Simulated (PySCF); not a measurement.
C8H21GeN3 (Ge(vinyl)(NMe2)3)

```tsv
atom	x (Å)	y (Å)	z (Å)
Ge	0.0889	0.1018	0.3835
C	0.0798	0.1777	2.3209
C	-0.7036	-0.6347	3.0363
H	0.7194	0.8983	2.8451
H	-1.3599	-1.3633	2.5466
H	-0.7270	-0.6128	4.1319
N	1.8000	-0.0324	-0.2454
C	2.8654	0.7610	0.2977
C	2.1180	-0.7178	-1.4659
H	3.7666	0.1489	0.5013
H	2.5677	1.2245	1.2504
H	3.1794	1.5820	-0.3810
H	1.2407	-1.2746	-1.8269
H	2.4331	-0.0259	-2.2758
H	2.9442	-1.4434	-1.3249
N	-0.7206	1.6065	-0.2687
C	-1.8498	2.2166	0.3740
C	-0.4256	2.0913	-1.5874
H	-1.7281	3.3155	0.4448
H	-1.9662	1.8320	1.3990
H	-2.8072	2.0330	-0.1592
H	0.5104	1.6451	-1.9562
H	-1.2222	1.8638	-2.3276
H	-0.2888	3.1906	-1.5884
N	-0.7937	-1.3884	-0.2065
C	-0.3103	-2.7086	0.0852
C	-2.0049	-1.3273	-0.9720
H	-1.0416	-3.3066	0.6672
H	0.6189	-2.6596	0.6736
H	-0.0855	-3.2853	-0.8362
H	-2.2865	-0.2797	-1.1540
H	-1.8995	-1.8208	-1.9605
H	-2.8557	-1.8191	-0.4568
```

Geometry: PBE0-D3(BJ)/def2-SVP.

Computed with PySCF, PBE0/def2-SVPD, SCF density, gas phase.

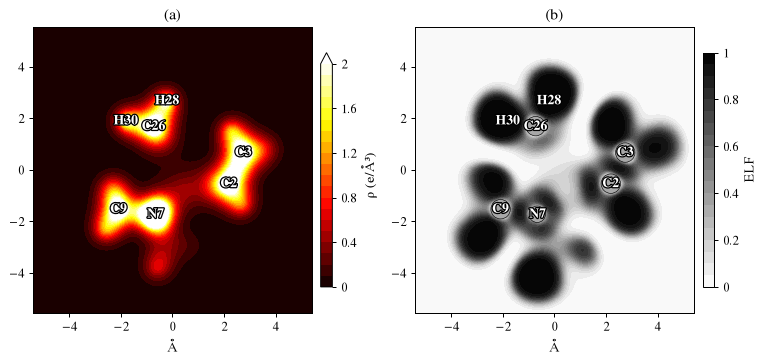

Figure 1. (a) electron density; (b) ELF on the plane of atoms H28, C26 and H30. Grey discs cover the atomic cores in the ELF map.

> What does the map show?

- The section cuts through C, N and H sites.
- C–C (1.34 Å): the density is about 2.3 e/Å³ at the midpoint; the ELF peaks at about 0.90 between the atoms; a short, multiple covalent bond.
- C–N (1.44 Å): ρ at the midpoint is about 2 e/Å³; the ELF peaks at about 0.95 between the atoms (a shared electron pair).
- C–H (1.11 Å): ρ is about 1.9 e/Å³ halfway; the ELF climbs to about 1 towards the hydrogen, as it does in any bond to H: a covalent bond by its length.

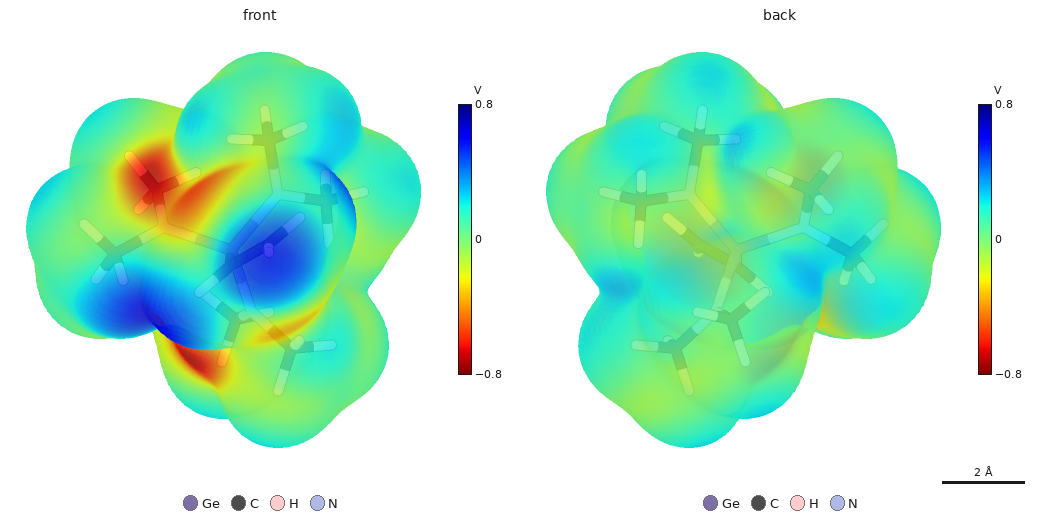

Figure 2. The electrostatic potential painted on the density surface at 0.001 e/bohr³, seen from the front and from behind; the colour scale runs from red (negative) to blue (positive).

> Which sites attract a positive test charge, and which a negative one?

A positive charge is drawn to the negative regions and a negative charge to the positive ones. The most negative region (about −0.7 V) lies over N7 and N16, the most positive (about +0.6 V) over H4, H6 and H11.
